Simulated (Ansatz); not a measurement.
Potential energy surface of HLi2, doublet: collinear Li-H-Li surface. Scanned: Li-H distance and H-Li distance.

Level of theory: CCSD(T) on UHF/aug-cc-pVTZ, frozen core in Ansatz (a program for electronic structure).

Energy in kcal/mol above the lowest grid point; x is the Li-H distance (Å), y the H-Li distance (Å).

```csv
y \ x,1.36,1.47,1.58,1.74,1.87,2.03,2.25,2.44,2.63,2.99,3.43,3.81,4.64
4.64,20.3,15.8,14.2,15.1,17.7,22.1,29.1,35.3,41.4,51.5,61.0,66.3,70.5
4.02,19.5,15.0,13.4,14.3,16.8,21.2,28.2,34.4,40.4,50.6,60.2,65.3,68.1
3.43,17.9,13.4,11.8,12.7,15.2,19.5,26.5,32.7,38.6,48.7,57.1,59.6,61.0
3.03,16.0,11.6,9.9,10.8,13.3,17.6,24.4,30.5,36.3,45.1,49.7,51.1,52.5
2.69,13.6,9.2,7.6,8.5,10.9,15.1,21.8,27.5,32.4,37.6,40.4,41.8,43.2
2.42,11.1,6.7,5.1,6.0,8.5,12.5,18.7,—,26.2,29.6,32.0,33.3,34.7
2.23,9.0,4.7,3.2,4.1,6.5,10.4,15.5,18.4,20.6,23.5,25.8,27.0,28.4
2.02,6.9,2.7,1.2,2.1,4.3,7.4,10.3,12.5,14.3,17.1,19.2,20.4,21.8
1.88,5.8,1.7,0.2,1.1,3.0,4.6,6.9,8.9,10.7,13.3,15.5,16.6,17.9
1.71,5.4,1.4,0.1,0.5,0.7,1.8,3.9,5.8,7.6,10.2,12.3,13.5,14.8
1.61,6.1,2.2,1.0,0.0,0.1,1.2,3.3,5.3,7.0,9.6,11.7,12.8,14.1
1.49,8.2,4.2,2.2,1.0,1.2,2.3,4.5,6.4,8.2,10.8,12.9,14.1,15.4
1.36,—,8.7,6.5,5.4,5.7,7.0,9.3,11.3,13.1,15.8,17.9,19.0,20.3
```

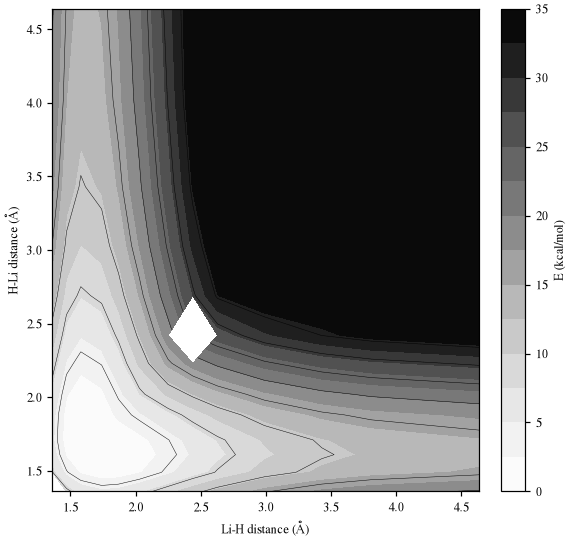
Fig. 1. Energy surface, cut off at 35 kcal/mol.

Points that lie below all their neighbours on the grid (none is named beside a point without a result): x = 1.74, y = 1.61 (0.0 kcal/mol).

A dash means that the run gave no value there, or that the column was ended at a point which the program doubted or which failed a test of continuity chosen for this set; such a test can also cut sound points.
